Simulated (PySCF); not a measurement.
## Electronic structure of SiH (charge −1, triplet) in real space

```xyz
2

Si    0.0000    0.0000   -0.0544
H     0.0000    0.0000    1.5106
```

Computed with PBE0/aug-pcseg-1, non-relativistic, at a bond length of 1.565 Å (PySCF 2.14.0).

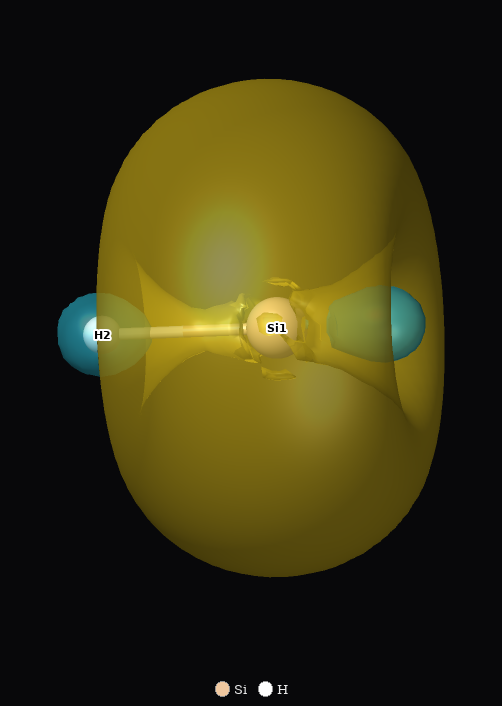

Figure 1. Isosurfaces of the spin density (α minus β) at +0.015 (yellow) and −0.015 e/Å³ (cyan), seen from one side.

Q: Describe the spin distribution.

A: The unpaired spin (2 electrons) lies mostly on Si1 (about 1.9) and H2 (about 0.1), in electrons by Hirshfeld's partition.

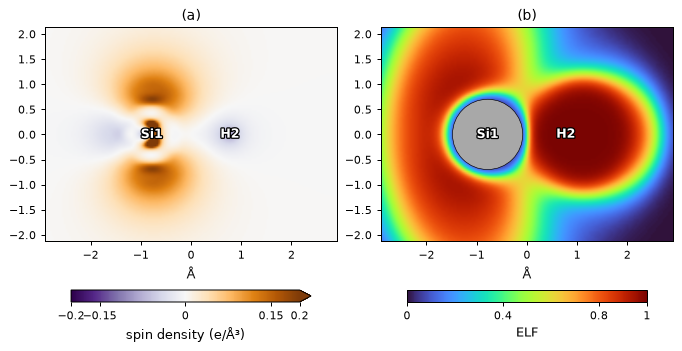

Figure 2. (a) spin density; (b) ELF on a plane that holds the molecular axis. Grey discs cover the atomic cores in the ELF map.

Q: Describe what can be read from this map.

A:
- The plane passes through Si and H nuclei.
- Si–H (1.56 Å): the ELF climbs to about 1 towards the hydrogen, as it does in any bond to H.
- The ELF also peaks beside Si1, away from the bonds: non-bonding electrons, paired or unpaired.

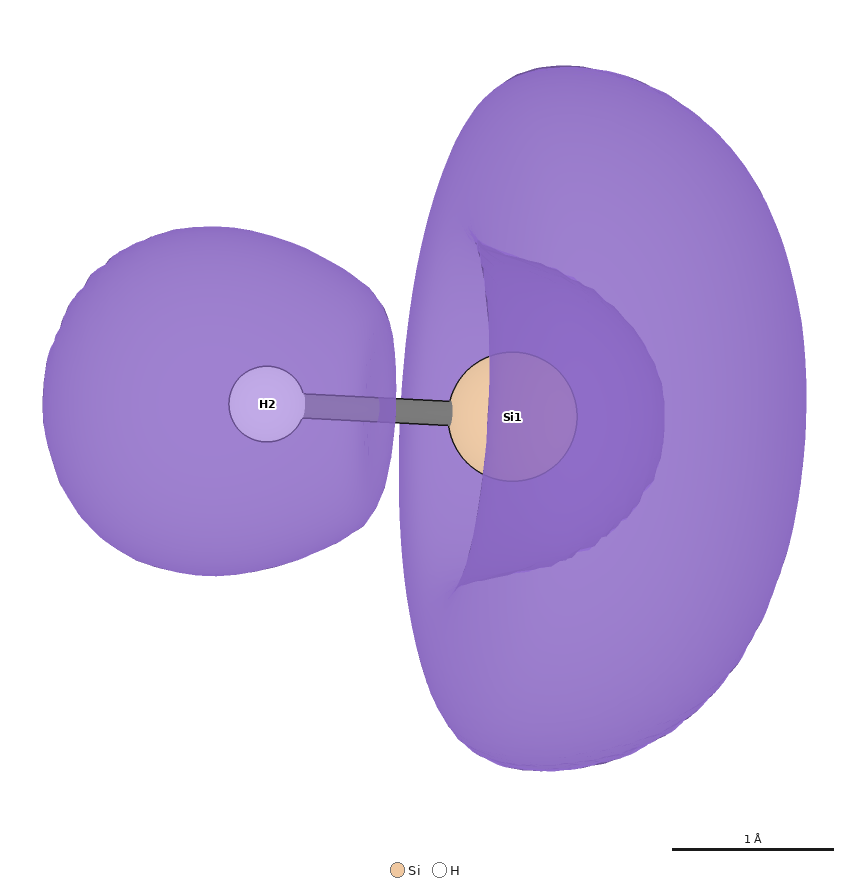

Figure 3. Isosurface of the electron localisation function at 0.75 (purple), seen from one side. Only the valence region is drawn (cores and ρ < 0.01 e/Å³ removed).

Q: Describe the localisation domains.

A: The surface consists of one region around a hydrogen nucleus and one ring or bowl of non-bonding electrons around Si.
